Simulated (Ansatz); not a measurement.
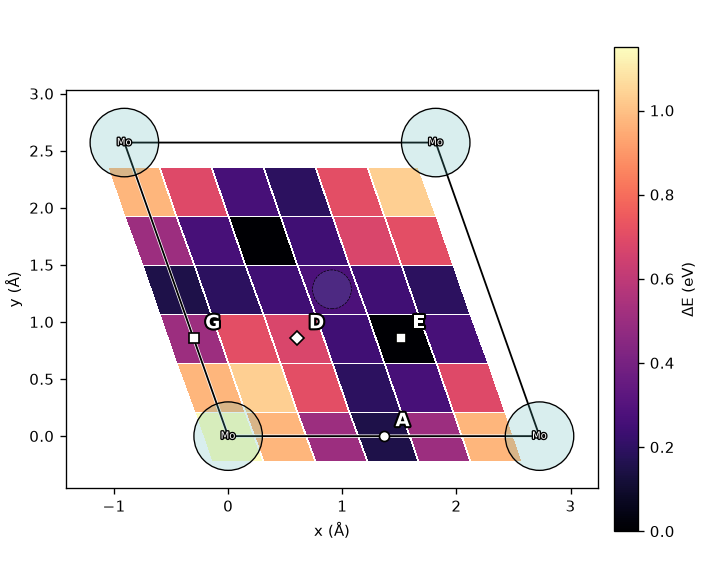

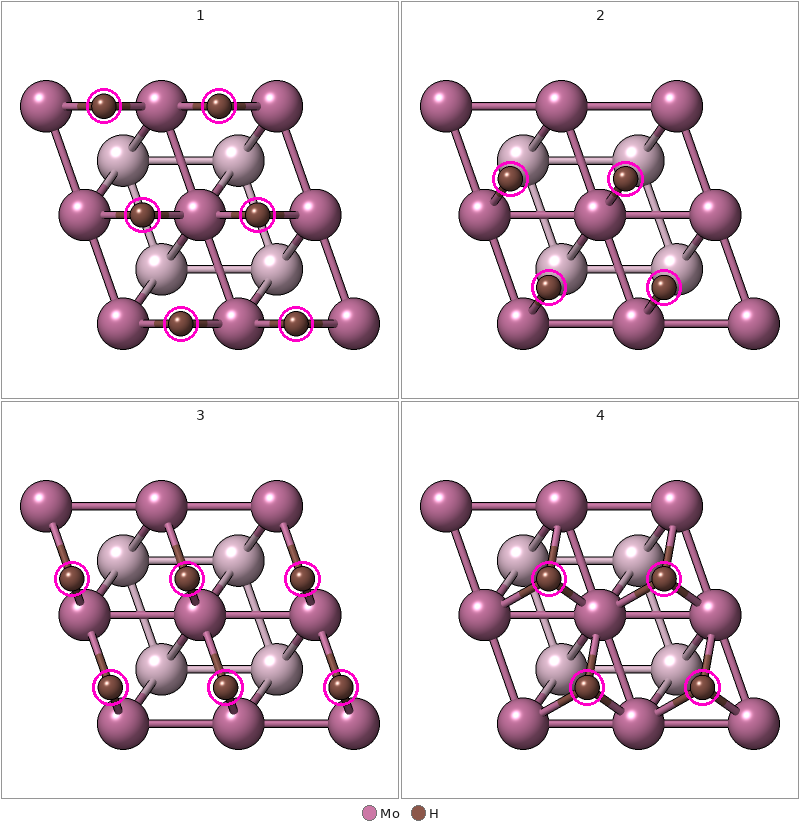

H on a Mo(110) slab cut from the Im-3m phase, its upper half relaxed before the scan (3 atoms of substrate and one adsorbate in a 1 × 1 cell). H is moved over the surface cell; relaxed at each place: the height of the adsorbate's atoms; substrate rigid; the origin of the map has the adsorbate above Mo3. Places are given modulo a cell vector. The map is drawn in real space over the plane of the surface. Grid: 6 × 6 points; 13 points were computed and 23 follow by symmetry. Energies are in eV, from the lowest grid point. With one adsorbate in each 1 × 1 cell, its nearest image is 2.7 Å away, so neighbouring adsorbates interact. All numbers below come from DFT r2SCAN, scalar-relativistic, plane waves, PAW in Ansatz 0.2.0. Settings: cutoff 500 eV, k-mesh 10×10×1, gaussian smearing 0.1 eV, no spin polarisation.

In the figure: one coloured cell a grid point, labelled circles for the atoms of the top layer and small ones for the second layer, the outline of one cell of the plane, lettered points. The numbered pictures are the structures at these points, in random order. Rings mark the moved atoms.

Question: Which structure belongs to which point?

Answer: A is structure 1: a bridge site between two Mo atoms, (3/6, 0/6) of the cell vectors, 0.15 eV; D is structure 2: (2/6, 2/6) of the cell vectors [nearest 1 Mo at 1.74 Å], 0.68 eV; E is structure 4: (4/6, 2/6) of the cell vectors [nearest 1 Mo at 1.85 Å], 0.00 eV; G is structure 3: (0/6, 2/6) of the cell vectors [nearest 1 Mo at 1.73 Å], 0.50 eV.
